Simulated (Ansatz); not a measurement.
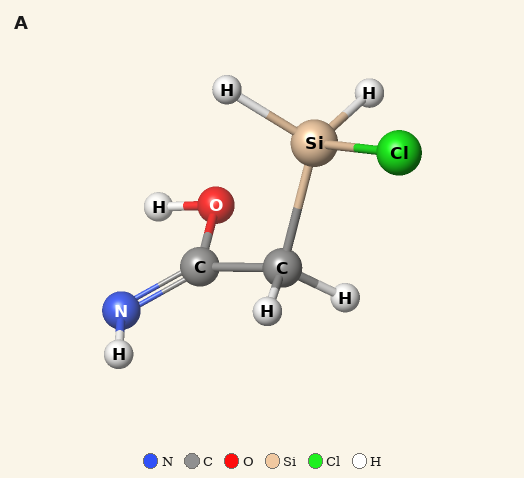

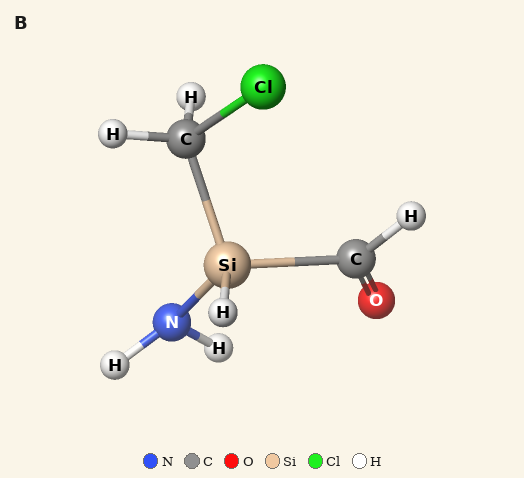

2 stationary structures of one formula. Geometries: PBE-D4/def2-SVP. Electronic energies: PBE-D4/def2-SVP (Ansatz 0.2.0), without zero-point energy. No frequency run is at hand to confirm each as a minimum. Each is one conformer, not always the lowest.

Which is lowest in energy, and by how much?

Answer. A is lowest; B lies 30.6 kcal/mol above it. A is `[H]/N=C(/O)C[SiH2]Cl`, B is `N[Si@@H](C=O)CCl`.
